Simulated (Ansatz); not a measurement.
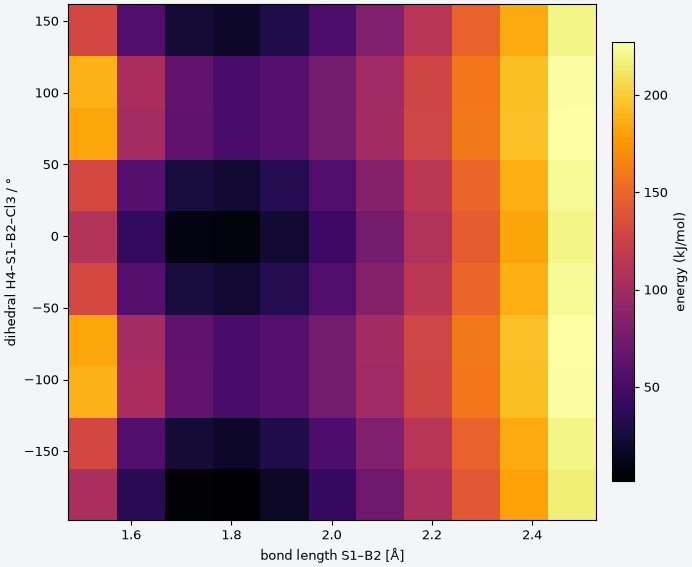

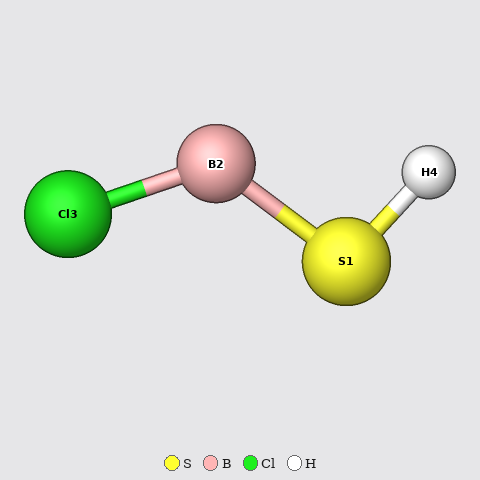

Energy landscape of BClHS, SMILES S[B]Cl, spin multiplicity 2. Coordinates scanned: (1) bond length S1–B2; (2) dihedral H4–S1–B2–Cl3. Nothing is relaxed (all other coordinates rigid). Grid: 11 × 10 points; 66 points were computed and 44 follow by symmetry. Energies are in kJ/mol, from the relaxed molecule at the same level. Energies and slopes of some neighbouring points disagree (a jump in structure or state, or too coarse a mesh). The calculation used UHF-MP2, frozen core/def2-TZVP (Ansatz 0.2.0).

The picture shows one coloured cell a grid point. The second picture is the structure at the lowest point.

**Describe this landscape.**

The lowest grid point is at bond length S1–B2 = 1.810 Å, dihedral H4–S1–B2–Cl3 = −180°, 1.5 kJ/mol from the relaxed molecule at the same level. Other grid points that lie below all their neighbours: bond length S1–B2 = 1.810 Å, dihedral H4–S1–B2–Cl3 = 0° (5 kJ/mol higher). The highest grid point, bond length S1–B2 = 2.480 Å, dihedral H4–S1–B2–Cl3 = −72°, lies 225 kJ/mol above the lowest.

Each point was launched as `ansatz run input.yaml --threads 1 --pin off --max-ram 2560MiB --backend cpu --events-out ev --progress --plain --runs-dir out`. The whole map (66 points run) took 5.8 min on 1 thread of Arm Neoverse V2 (shared host).
